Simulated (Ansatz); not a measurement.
ZnCu2SnSe4 (space group I-42m)

```
CELL_PARAMETERS angstrom
     -2.84489     2.84489     5.70814
      2.84489    -2.84489     5.70814
      2.84489     2.84489    -5.70814
ATOMIC_POSITIONS crystal
  Zn 0.00000 0.00000 0.00000
  Cu 0.75000 0.25000 0.50000
  Cu 0.25000 0.75000 0.50000
  Sn 0.50000 0.50000 0.00000
  Se 0.62462 0.62462 0.51771
  Se 0.37538 0.89309 0.00000
  Se 0.10691 0.10691 0.48229
  Se 0.89309 0.37538 0.00000
```

E(V) scan at fixed shape, V₀ the volume above. The atoms relax within the cell's symmetry.

All values below come from r2SCAN (plane waves to 500 eV, PAW, scalar-relativistic; Ansatz, a program for electronic structure). k mesh 8×8×8 (Γ-centred), Fermi-Dirac smearing 0.05 eV. E stands for the smeared free energy. Compression counts positive. With the shape held, the modulus is that of even scaling; a crystal free to change shape is softer. At this level the bands of ZnCu2SnSe4 touch or barely overlap. ZnCu2SnSe4 is run without spin polarisation. ZnCu2SnSe4 was relaxed with its symmetry unable to fall. ΔE is measured from the relaxed starting cell.

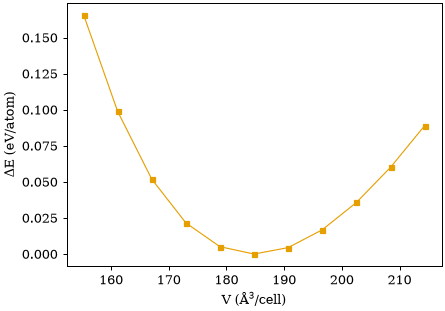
Figure: ΔE (eV/atom) against V (Å³/cell); one marker a computed point.

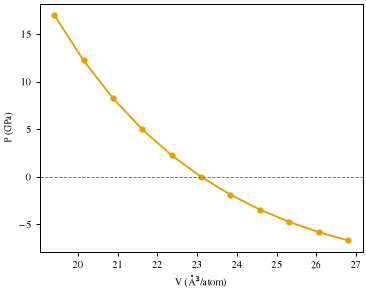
Fig. 1. P (GPa) against V (Å³/atom); one marker a computed point.

The pressure for 5 % compression (fit) comes out as 3.7 GPa and the bulk modulus at fixed cell shape B₀ (third-order Birch-Murnaghan fit) comes out as 64.2 GPa. The pressure derivative B₀′ (fit) comes out as 4.8, the equilibrium volume of the fit is 23.10 Å³/atom and the energy cost of the largest expansion is 89 meV/atom.

P = (3B₀/2)(x⁷ − x⁵)[1 + ¾(B₀′ − 4)(x² − 1)] with x = (1/0.95)^(1/3), B₀ = 64.2 GPa and B₀′ = 4.78.

(A scan under strain: stresses follow from slopes of the energy per volume, elastic moduli from its curvatures.)
